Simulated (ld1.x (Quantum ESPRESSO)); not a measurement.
# Pseudopotential generation for copper: ultrasoft, PBE

Task: generate the file, and judge it by its errors in other configurations, its logarithmic derivatives, its ghosts and its cutoff.

Method: ld1.x (Quantum ESPRESSO) 7.5, PBE, scalar-relativistic.

**1. The atom and the settings**

The settings as typed:

* element: copper (Cu, Z = 29)
* type: ultrasoft
* frozen core: [Ne]
* valence charge: 19
* reference configuration: 3s2 3p6 3d10 4s0 4p0 (charge +1)
* partial waves: 3s (bound): rcut 1.10, rcutus 1.50 bohr; 4s (bound, empty): rcut 1.10, rcutus 1.50 bohr; 3p (bound): rcut 1.40, rcutus 1.75 bohr; 4p (bound, empty): rcut 1.40, rcutus 1.75 bohr; 3d (bound): rcut 1.55, rcutus 1.65 bohr; 3d channel at 0.7 Ry: rcut 1.55, rcutus 1.65 bohr
* local potential: all-electron potential smoothed inside 1.45 bohr (lloc = -1)
* core correction: Bessel-smoothed model core, default radius (core density twice the valence density)
* augmentation charge: PSQ, inside the norm-conserving radii

The nodes and maxima of the atom's own shells, from an earlier all-electron run, set the scale for the radii.

All-electron outer shells of the reference configuration (PBE, scalar-relativistic, ld1.x):

```csv
shell,level (eV),outermost node (bohr),outermost maximum (bohr)
2s,-1070.85,0.07,0.20
2p,-925.37,–,0.16
3s,-123.32,0.29,0.61
3p,-80.79,0.26,0.62
3d,-13.66,–,0.60
4s,-11.89,0.89,2.13
4p,-6.55,0.97,2.81
```

**2. Generation**

Cu.in

```
 &input
   title='Cu', zed=29., rel=1, dft='PBE', iswitch=3,
   config='[Ar] 3d10 4s0 4p0',
   nld=3, rlderiv=1.90, eminld=-11.0, emaxld=5.0, deld=0.04
 /
 &inputp
   pseudotype=3, tm=.true., lloc=-1, rcloc=1.45,
   nlcc=.true., new_core_ps=.true.,
   which_augfun='PSQ', rmatch_augfun_nc=.true.,
   file_pseudopw='Cu.UPF', file_wfcaegen='ae.wfc', file_wfcncgen='nc.wfc', file_beta='beta', file_chi='chi', file_wfcusgen='us.wfc'
 /
6
3S  1  0   2.00   0.00  1.10  1.50  0.0
4S  2  0   0.00   0.00  1.10  1.50  0.0
3P  2  1   6.00   0.00  1.40  1.75  0.0
4P  3  1   0.00   0.00  1.40  1.75  0.0
3D  3  2  10.00   0.00  1.55  1.65  0.0
3D  3  2   0.00   0.70  1.55  1.65  0.0
 &test
   configts(1)='3s2 3p6 3d10 4s0 4p0'
 /
```

Command:

```bash
$ ld1.x < Cu.in > Cu.out
```

What the program wrote to Cu.out (without the banner and most projector matrices):

```text
     Program LD1 v.7.5
     --------------------------- All-electron run ----------------------------

     Cu
     scalar relativistic calculation

     atomic number is 29.00
     dft =PBE   lsd =0 sic =0 latt =0  beta=0.20 tr2=1.0E-14
     Exchange-correlation= PBE
                           (   1   4   3   4   0   0   0)
     mesh =1199 r(mesh) = 100.25372 a.u. xmin = -7.00 dx = 0.01250
     1 Ry =  13.60569312 eV, c = 137.03599908

     n l     nl                  e(Ry)          e(Ha)          e(eV)
     1 0     1S 1( 2.00)      -651.1838      -325.5919     -8859.8063
     2 0     2S 1( 2.00)       -78.7058       -39.3529     -1070.8472
     2 1     2P 1( 6.00)       -68.0136       -34.0068      -925.3720
     3 0     3S 1( 2.00)        -9.0640        -4.5320      -123.3220
     3 1     3P 1( 6.00)        -5.9383        -2.9691       -80.7940
     3 2     3D 1(10.00)        -1.0039        -0.5019       -13.6584
     4 0     4S 1( 0.00)        -0.8741        -0.4370       -11.8926
     4 1     4P 1( 0.00)        -0.4814        -0.2407        -6.5500

     final scf error:  3.3E-15 reached in  29 iterations

     Etot =   -3309.102669 Ry,   -1654.551334 Ha,  -45022.635421 eV

     Ekin =    3358.342954 Ry,    1679.171477 Ha,   45692.583628 eV
     Encl =   -7950.462563 Ry,   -3975.231281 Ha, -108171.553815 eV
     Eh   =    1417.782233 Ry,     708.891117 Ha,   19289.909984 eV
     Exc  =    -134.765293 Ry,     -67.382646 Ha,   -1833.575218 eV

     normalization and overlap integrals

     s(1S/1S) =  1.000000  <r> =   0.0521  <r2> =    0.0037  r(max) =   0.0341
     s(2S/2S) =  1.000000  <r> =   0.2352  <r2> =    0.0653  r(max) =   0.1960
     s(2P/2P) =  1.000000  <r> =   0.2064  <r2> =    0.0523  r(max) =   0.1585
     s(3S/3S) =  1.000000  <r> =   0.7127  <r2> =    0.5876  r(max) =   0.6112
     s(3P/3P) =  1.000000  <r> =   0.7505  <r2> =    0.6670  r(max) =   0.6189
     s(3D/3D) =  1.000000  <r> =   1.0148  <r2> =    1.4229  r(max) =   0.6036
     s(4S/4S) =  1.000000  <r> =   2.5964  <r2> =    7.7782  r(max) =   2.1334
     s(4P/4P) =  1.000000  <r> =   3.4484  <r2> =   13.8362  r(max) =   2.8087

     ------------------------ End of All-electron run ------------------------

     --------------------- Generating US pseudopotential ---------------------

      Generating local potential from pseudized AE potential:
      Matching radius rcloc =   1.4500

      Local pseudo, rcloc= 1.466 Estimated cut-off energy=    11.17 Ry

      Computing core charge for nlcc:

       r > 0.33 : true rho core
      Core charge pseudized with two Bessel functions
      Integrated core pseudo-charge :   7.52
      Wfc-us  3S rcutus= 1.503  Estimated cut-off energy=    25.22 Ry
      Wfc-us  4S rcutus= 1.503  Estimated cut-off energy=    52.07 Ry
      Wfc-us  3P rcutus= 1.747  Estimated cut-off energy=    29.02 Ry
      Wfc-us  4P rcutus= 1.747  Estimated cut-off energy=    22.50 Ry
      Wfc-us  3D rcutus= 1.661  Estimated cut-off energy=    42.33 Ry
      Wfc-us  3D rcutus= 1.661  Estimated cut-off energy=    76.65 Ry

     Q pseudized with Bessel functions
     Expected ecutrho=     295.3235 due to l1=  0   l2=  2

     ------------------- End of pseudopotential generation -------------------

     [... the all-electron block is printed once more ...]


     Computing logarithmic derivative in   1.89454

       Warning: n=3, l=1 expected 1 nodes, found 0
       Setting wfc to zero for this iteration
       (This warning will only be printed once per wavefunction)

       Zero norm: self consistency problem; state:  5 (l=  1, j=0.0)
     Computing logarithmic derivative in   1.89454
     Computing the partial wave expansion
     R is outside the sphere for l=    0 j= 0.00
     R is outside the sphere for l=    0 j= 0.00
     R is outside the sphere for l=    1 j= 0.00
     R is outside the sphere for l=    1 j= 0.00
     R is outside the sphere for l=    2 j= 0.00
     R is outside the sphere for l=    2 j= 0.00

     ---------------------- Testing the pseudopotential ----------------------

     Cu
     scalar relativistic calculation

     atomic number is 29.00   valence charge is 19.00
     dft =PBE   lsd =0 sic =0 latt =0  beta=0.20 tr2=1.0E-14
     mesh =1199 r(mesh) = 100.25372 xmin = -7.00 dx = 0.01250

     n l     nl             e AE (Ry)        e PS (Ry)    De AE-PS (Ry)
     1 0     3S   1( 2.00)       -9.06400       -9.06399       -0.00000
     2 1     3P   1( 6.00)       -5.93825       -5.93825       -0.00000
     3 2     3D   1(10.00)       -1.00387       -1.00387        0.00000
     2 0     4S   1( 0.00)       -0.87409       -0.87409        0.00000
     3 1     4P   1( 0.00)       -0.48142       -0.48142        0.00000

     eps = 7.0E-15  iter =  4

     Etot =   -3309.102669 Ry,   -1654.551334 Ha,  -45022.635421 eV
     Etotps =  -452.059070 Ry,    -226.029535 Ha,   -6150.576976 eV

     Ekin =      39.935976 Ry,      19.967988 Ha,     543.356633 eV
     Encl =    -805.202015 Ry,    -402.601007 Ha,  -10955.331515 eV
     Ehrt =     353.159488 Ry,     176.579744 Ha,    4804.979622 eV
     Ecxc =     -90.080467 Ry,     -45.040233 Ha,   -1225.607185 eV
     (Ecc =     -45.151480 Ry,     -22.575740 Ha,    -614.317187 eV)
     Epseu=      50.127947 Ry,      25.063974 Ha,     682.025469 eV

     ---------------------- End of pseudopotential test ----------------------
```

Wall time 2 s (1 thread, shared host). This counts the later configuration tests of the new file too.

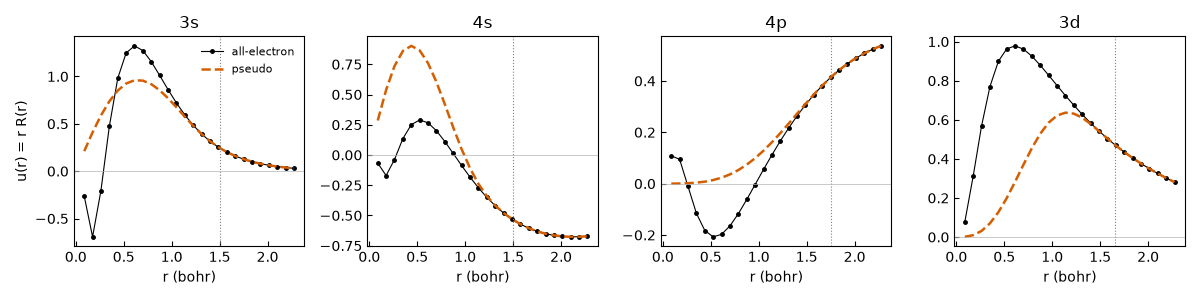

All-electron and pseudo partial waves (3s, 4s, 4p, 3d), with the matching radii dotted. The curves join 26 sampled radii, too few to resolve the innermost nodes.

**3. Testing the new file in other configurations**

Cu.test.in

```
 &input
   title='Cu', zed=29., rel=1, dft='PBE', iswitch=2,
   config='[Ar] 3d10 4s0 4p0'
 /
 &test
   file_pseudo='Cu.UPF', nconf=8,
   configts(1)='3s2 3p6 3d10 4s0 4p0',
   configts(2)='3s2 3p6 3d10 4s1 4p0',
   configts(3)='3s2 3p6 3d9 4s0 4p0',
   configts(4)='3s2 3p6 3d8 4s0 4p0',
   configts(5)='3s2 3p6 3d9 4s1 4p0',
   configts(6)='3s2 3p5 3d10 4s1 4p0',
   configts(7)='3s1 3p6 3d10 4s1 4p0',
   configts(8)='3s2 3p6 3d10 4s0.5 4p0'
 /
```

Command:

```bash
$ ld1.x < Cu.test.in > Cu.test.out
```

Cu.test.out, the pseudopotential blocks, each with the warnings that came before it:

```text
     Warning: n=3, l=1 expected 1 nodes, found 0
     ---------------------- Testing the pseudopotential ----------------------

     Cu
     scalar relativistic calculation

     atomic number is 29.00   valence charge is 19.00
     dft =PBE   lsd =0 sic =0 latt =0  beta=0.20 tr2=1.0E-14
     mesh =1199 r(mesh) = 100.25372 xmin = -7.00 dx = 0.01250

     n l     nl             e AE (Ry)        e PS (Ry)    De AE-PS (Ry)
     1 0     3S   1( 2.00)       -9.06400       -9.06399       -0.00000
     2 1     3P   1( 6.00)       -5.93825       -5.93825       -0.00000
     3 2     3D   1(10.00)       -1.00387       -1.00387        0.00000
     2 0     4S   1( 0.00)       -0.87409       -0.87409        0.00000
     3 1     4P   1( 0.00)       -0.48142       -0.48142        0.00000

     eps = 6.9E-15  iter =  4

     Etot =   -3309.102669 Ry,   -1654.551334 Ha,  -45022.635421 eV
     Etotps =  -452.059070 Ry,    -226.029535 Ha,   -6150.576976 eV

     Ekin =      39.935976 Ry,      19.967988 Ha,     543.356633 eV
     Encl =    -805.202015 Ry,    -402.601007 Ha,  -10955.331515 eV
     Ehrt =     353.159488 Ry,     176.579744 Ha,    4804.979622 eV
     Ecxc =     -90.080467 Ry,     -45.040233 Ha,   -1225.607185 eV
     (Ecc =     -45.151480 Ry,     -22.575740 Ha,    -614.317187 eV)
     Epseu=      50.127947 Ry,      25.063974 Ha,     682.025469 eV

     ---------------------- End of pseudopotential test ----------------------

     Warning: n=2, l=1 expected 0 nodes, found 1
     ---------------------- Testing the pseudopotential ----------------------

     Cu
     [...]
     n l     nl             e AE (Ry)        e PS (Ry)    De AE-PS (Ry)
     1 0     3S   1( 2.00)       -8.43051       -8.43735        0.00684  !
     2 1     3P   1( 6.00)       -5.30241       -5.30859        0.00617  !
     3 2     3D   1(10.00)       -0.37027       -0.37550        0.00523  !
     2 0     4S   1( 1.00)       -0.33878       -0.33752       -0.00126
     3 1     4P   1( 0.00)       -0.05121       -0.05076       -0.00044

     eps = 8.1E-15  iter = 12

     Etot =   -3309.701531 Ry,   -1654.850765 Ha,  -45030.783357 eV
     Etotps =  -452.657345 Ry,    -226.328673 Ha,   -6158.716928 eV
     dEtot_ae =      -0.598862 Ry
     dEtot_ps =      -0.598275 Ry,   Delta E=      -0.000587 Ry

     [...]
     ---------------------- End of pseudopotential test ----------------------

     Warning: n=1, l=0 expected 0 nodes, found 1
     Warning: n=3, l=2 expected 0 nodes, found 1
     ---------------------- Testing the pseudopotential ----------------------

     Cu
     [...]
     n l     nl             e AE (Ry)        e PS (Ry)    De AE-PS (Ry)
     1 0     3S   1( 2.00)      -10.31083      -10.37631        0.06548  !
     2 1     3P   1( 6.00)       -7.17487       -7.23557        0.06070  !
     3 2     3D   1( 9.00)       -2.17762       -2.22929        0.05166  !
     2 0     4S   1( 0.00)       -1.64243       -1.64105       -0.00138
     3 1     4P   1( 0.00)       -1.12816       -1.12816        0.00000

     eps = 5.7E-16  iter = 36

     Etot =   -3307.534761 Ry,   -1653.767381 Ha,  -45001.302955 eV
     Etotps =  -450.472067 Ry,    -225.236033 Ha,   -6128.984704 eV
     dEtot_ae =       1.567907 Ry
     dEtot_ps =       1.587003 Ry,   Delta E=      -0.019095 Ry

     [...]
     ---------------------- End of pseudopotential test ----------------------
```

5 tests gave no usable energy difference (3s2 3p6 3d8 4s0 4p0; 3s2 3p6 3d9 4s1 4p0; 3s2 3p5 3d10 4s1 4p0; 3s1 3p6 3d10 4s1 4p0; others); the test run stopped with "negative rho".

The tests as a table, with energies relative to 3s2 3p6 3d10 4s0 4p0. A star marks tests that logged a warning. The frozen-core shift comes from a second all-electron run, not shown, with the core orbitals held at their reference shape; it is that run's ΔE less the relaxed one.

```csv
valence configuration,charge,ΔE all-electron (eV),error AE − PS (meV),frozen-core shift (meV)
3s2 3p6 3d10 4s1 4p0 *,0,-8.148,-8.0,-1.6
3s2 3p6 3d9 4s0 4p0 *,+2,21.332,-260,-2.0
```

**4. Logarithmic derivatives**

Taken from the files of the generation run. The phase is arctan(r·u′/u) with u = r·R, unwrapped, with energies in Ry. A pole is an energy at which the radial function vanishes at the test radius. The pseudo phase is shifted by a multiple of π to meet the all-electron one at the reference energy. Levels narrower than the energy grid can be missing from the poles. The last column is the largest difference on the grid between −1 and +1 Ry.

| channel | radius (bohr) | reference (Ry) | poles AE | poles PS | window around the reference with phases within 0.05 rad (Ry) | largest difference near zero (rad) |
| --- | --- | --- | --- | --- | --- | --- |
| s | 1.90 | -0.87 | -9.02, 4.31 | -9.02, 3.34 | below 3.0 | 0.024 |
| p | 1.90 | -0.48 | -5.85 | -5.84 | below 1.0 | 0.048 |
| d | 1.90 | -1.00 | -0.61 | -0.61 | the whole range | 0.000 |

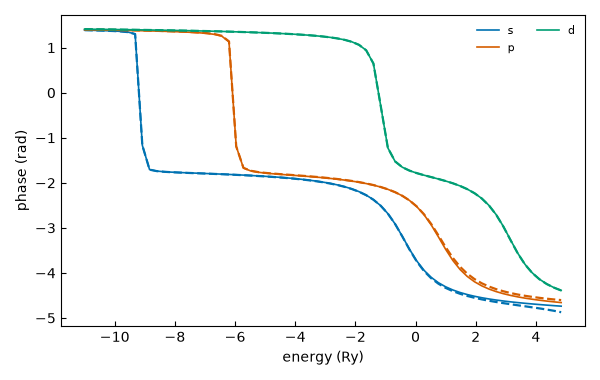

Phases by channel: all-electron solid, pseudo dashed.

**5. Plane-wave convergence, by spherical Bessel functions**

A separate test, outside the generator: the pseudo-atom's Hamiltonian at the reference potential is diagonalised in spherical Bessel functions j_l(qr) that vanish at 20 bohr, with q² up to the cutoff.

All-electron valence levels (Ry): 3s -9.0640, 4s -0.8741, 3p -5.9383, 4p -0.4814, 3d -1.0039. The lowest levels of each channel (Ry) by cutoff; the last column sums, over occupied levels, occupation times the distance from the level at 400 Ry. A positive value at high cutoff is not a bound level.

| cutoff (Ry) | s #1 | s #2 | p #1 | p #2 | d #1 | f #1 | Σ f·Δε (mRy) |
| --- | --- | --- | --- | --- | --- | --- | --- |
| 8 | -8.7081 | -0.6558 | -4.3518 | -0.4548 | -0.3830 | -0.0456 | 16439.1 |
| 12 | -8.9546 | -0.6957 | -5.6128 | -0.4767 | -0.7033 | -0.0456 | 5177.3 |
| 18 | -9.0461 | -0.7353 | -5.9029 | -0.4812 | -0.9229 | -0.0456 | 1058.2 |
| 21 | -9.0571 | -0.7541 | -5.9263 | -0.4814 | -0.9601 | -0.0456 | 523.1 |
| 30 | -9.0632 | -0.8168 | -5.9375 | -0.4814 | -0.9967 | -0.0456 | 77.9 |
| 40 | -9.0636 | -0.8685 | -5.9379 | -0.4814 | -1.0033 | -0.0456 | 8.2 |
| 50 | -9.0639 | -0.8733 | -5.9382 | -0.4814 | -1.0035 | -0.0456 | 4.2 |
| 55 | -9.0640 | -0.8733 | -5.9382 | -0.4814 | -1.0036 | -0.0456 | 2.8 |
| 70 | -9.0640 | -0.8738 | -5.9382 | -0.4814 | -1.0038 | -0.0456 | 0.8 |
| 90 | -9.0640 | -0.8740 | -5.9383 | -0.4814 | -1.0038 | -0.0456 | 0.3 |
| 400 | -9.0640 | -0.8741 | -5.9383 | -0.4814 | -1.0039 | -0.0456 | 0.0 |

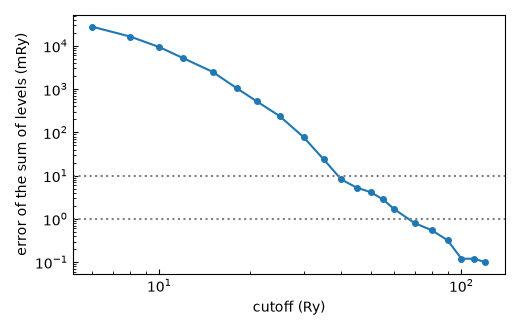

Occupation-weighted error of the valence levels against the cutoff; the dotted lines mark 10 and 1 mRy.

The sum stays within 10 mRy from 40 Ry and within 1 mRy from 70 Ry. The sum leaves out empty levels, which can need more. Ghost test: no level below the all-electron spectrum of its channel (s, p, d, f tested).

**6. What came out**

| quantity | value |
| --- | --- |
| cutoffs for 10 and 1 mRy, occupied levels | 40 Ry and 70 Ry |
| bound ghosts | none found |
| largest test error (AE − PS) | -260 meV, for 3s2 3p6 3d9 4s0 4p0 (one of 3 tests with a warning) (5 tests unsolved) |
| largest phase difference near zero energy, channels read | 0.048 rad |
| lowest eigenvalue of the overlap (Bessel basis) | 0.077 (s) |
| density cutoff estimated by the generator | 295 Ry |

In words: The worst unpolarised test, 3s2 3p6 3d9 4s0 4p0, is off by 260 meV on 21.3 eV; by total energies transferability rates as poor. Freezing the core alone would shift it much less, so the error comes from the pseudisation. The test run broke off, so later configurations gave nothing; the verdict rests on few tests. It counts as of middling hardness, with 40 Ry needed at the looser tolerance. The slowest occupied level is 3d: taken alone it needs 40 Ry to come within 1 mRy, against 30 Ry for 3s. No bound ghost shows below the valence levels. Near zero energy the largest phase difference among the channels read is 0.05 rad, in the p channel. All of this concerns the isolated atom, not yet a solid.
